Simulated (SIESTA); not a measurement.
**How far to go with the cutoff of the real-space grid: CoSn (P6mm, 6 atoms in the cell)**

```yaml
crystal:
  lattice:
    - [5.21981, 0.00000, 0.00000]
    - [-2.60990, 4.52049, 0.00000]
    - [0.00000, 0.00000, 4.16665]
  atoms:
    - { symbol: Co, position: [0.00000, 0.50000, 0.00000] }
    - { symbol: Co, position: [0.50000, 0.00000, 0.00000] }
    - { symbol: Co, position: [0.50000, 0.50000, 0.00000] }
    - { symbol: Sn, position: [0.66667, 0.33333, 0.50000] }
    - { symbol: Sn, position: [0.33333, 0.66667, 0.50000] }
    - { symbol: Sn, position: [0.00000, 0.00000, 0.01200] }
```

Level of theory: LDA PW92, numerical atomic orbitals DZP, PseudoDojo LDA standard norm-conserving potentials (rewritten from UPF to PSML) in SIESTA.

Base settings: XC.functional = LDA; XC.authors = PW92; potentials = PseudoDojo LDA standard; PAO.BasisSize = DZP; PAO.EnergyShift = 0.01 Ry; MeshCutoff = 300 Ry; kgrid.MonkhorstPack = 3 3 3; OccupationFunction = MP; OccupationMPOrder = 0; ElectronicTemperature = 100 meV.

The second cell is the first with its lattice scaled by 0.98.

The mesh stays at the base's, so the ladder's end is converged at best in this setting alone.

Only quantities that move along the ladder and can be compared are tabulated.

The starting cell comes from a database of computed structures (which also holds hypothetical and non-ambient phases and stackings), without a prior relaxation at this level. Its lattice was rescaled by up to half a per cent. One atom was moved a little off its site on purpose. Spin polarisation is off. Values carry the incompleteness of an atom-centred basis. Without a gap this mesh is coarse (it stands for a supercell whose shortest vector is 12 Å).

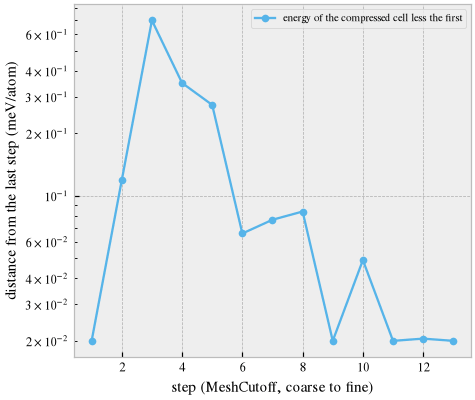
Figure: Distance from the last step along the ladder; very small values are drawn at a floor.

| MeshCutoff | energy of the compressed cell less the first (meV/atom) | pressure (GPa) |
|---|---|---|
| 120 Ry (122 Ry used) | 11.49 | -2.82 |
| 135 Ry (138 Ry used) | 11.39 | -2.73 |
| 150 Ry (163 Ry used) | 12.21 | -2.96 |
| 165 Ry (175 Ry used) | 11.86 | -3.02 |
| 180 Ry (206 Ry used) | 11.78 | -2.85 |
| 210 Ry (216 Ry used) | 11.57 | -2.75 |
| 240 Ry (255 Ry used) | 11.58 | -2.75 |
| 300 Ry (312 Ry used) | 11.42 | -2.73 |
| 330 Ry (338 Ry used) | 11.52 | -2.77 |
| 360 Ry (367 Ry used) | 11.56 | -2.81 |
| 450 Ry (464 Ry used) | 11.52 | -2.89 |
| 525 Ry (554 Ry used) | 11.49 | -2.80 |
| 600 Ry (652 Ry used) | 11.51 | -2.83 |
| 720 Ry (825 Ry used) | 11.51 | -2.84 |

Coarsest MeshCutoff that holds the energy of the compressed cell less the first within 0.5 meV/atom of the last step, with all finer ones: 165 Ry (175 Ry used); the step before is off by 0.70 meV/atom.

Left out of this page: 3 runs of the series outside the window shown, repeating another row's setting, or not comparable.
